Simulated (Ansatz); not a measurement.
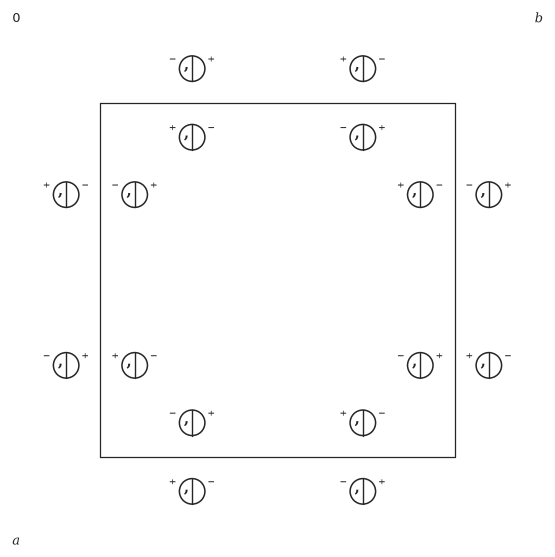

General positions of a space group, projected down c, computed from the operations of a computed or model structure of composition Ga2PN, which need not be its known form.

A circle is a general position, a comma marks the mirror image, + and − with a fraction give the height (along the projection axis: ½+ is ½ plus the coordinate, − is its negative), and a split circle stands for two positions above each other.

Identify the space group.

P4/mmm (No. 123); primitive tetragonal, point group 4/mmm, 16 general positions a cell.

Write the general positions (in any order).

x, y, z
−x, −y, −z
−y, x, z
y, −x, −z
−x, −y, z
x, y, −z
y, −x, z
−y, x, −z
x, −y, −z
−x, y, z
−y, −x, −z
y, x, z
−x, y, −z
x, −y, z
y, x, −z
−y, −x, z
